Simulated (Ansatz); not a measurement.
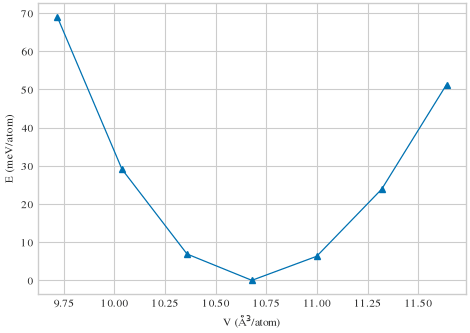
*TiC in space group I4_1md (No. 109; Ti on 4a, C on 4a) under volume change, DFT-PBE in the program Ansatz with PAW potentials, shape and atoms relaxed at each volume.*

**Question.** What does a third-order Birch–Murnaghan fit give for V₀, B₀ and B′?

**Answer.** V₀ = 10.68 Å³/atom, B₀ = 219 GPa, B′ = 4.0.

A made-up cell: these elements were put on the sites of a structure type; neither database checked (COD, Materials Project) lists it. It is not the phase usual at ambient conditions (space group No. 225). The cell was relaxed with PBE under the symmetry of its start; its stability against distortions is not shown here. No spin polarisation was allowed.

Potentials: the later of the program's two PAW sets.
